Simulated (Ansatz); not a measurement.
Stretching the Si3–H4 bond in H4Si2 (SMILES [SiH][SiH3]) (multiplicity 1 held, fragments rigid). Energies count from the point at 1.489 Å.
Geometry at that point (charge 0, multiplicity 1):
```xyz
6

Si    -0.0034     1.0372     0.8259
H     -0.4439     1.8615    -0.3774
Si     0.0292    -0.8910    -0.5979
H      0.9795    -0.6606    -1.7212
H     -1.3262    -1.1003    -1.1784
H      0.4294    -2.1475     0.0843
```

Restricted levels (R-, RO-) in cc, def2 and unpolarised 6-31G sets keep to the state of the molecule at rest. U- levels take the lowest unrestricted solution at each point, which mixes spins at long bonds. Curves can end on different states.

Frozen-core correlation.

Programs: Ansatz (a first-principles code) with Gaussian orbitals. Values without a source in brackets are computed.

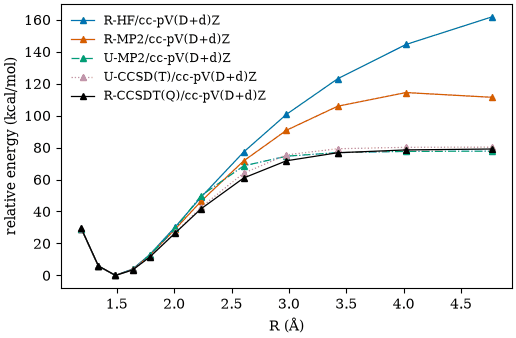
Fig. 1. Relative energy along the coordinate

Task: Read off the R-MP2/cc-pV(D+d)Z curve at R = 2.979.

Result: about 91 kcal/mol

Doubts at one or more of the structures used: a restricted determinant that unrestricted orbitals would lower (R-HF/cc-pV(D+d)Z, R-MP2/cc-pV(D+d)Z, R-CCSDT(Q)/cc-pV(D+d)Z); a spin-contaminated determinant (U-MP2/cc-pV(D+d)Z, U-CCSD(T)/cc-pV(D+d)Z); T1 above 0.05 (U-CCSD(T)/cc-pV(D+d)Z, R-CCSDT(Q)/cc-pV(D+d)Z); the program's own flag: large difference (U-CCSD(T)/cc-pV(D+d)Z); other coupled-cluster roots lie near (R-CCSDT(Q)/cc-pV(D+d)Z).
